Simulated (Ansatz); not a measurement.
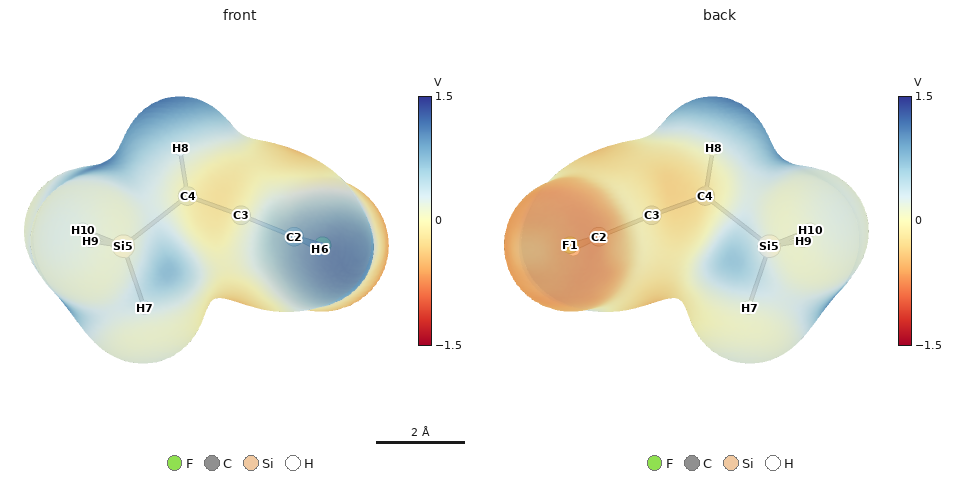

C3H5FSi. The molecular electrostatic potential painted on the density surface at 0.002 e/bohr³, seen from the front and from behind; the colour scale runs from red (negative) to blue (positive).

All numbers below come from UKS LDA/def2-SVP in Ansatz.

```xyz
10

F    -2.9193   -0.5752   -1.3243
C    -1.6195   -0.3920   -1.5368
C    -0.7913    0.0884   -0.6355
C     0.0773    0.5183    0.2484
Si    0.9900   -0.6455    1.3937
H    -1.2944   -0.6756   -2.5568
H     0.5335   -2.0525    1.1296
H     0.2761    1.6098    0.3276
H     2.4759   -0.5352    1.1627
H     0.7195   -0.2736    2.8290
```

### Which sites attract a positive test charge, and which a negative one?

A positive charge is drawn to the negative regions and a negative charge to the positive ones. The most negative region (about −0.7 V) lies over F1, the most positive (about +1.2 V) over Si5, H6 and H8.
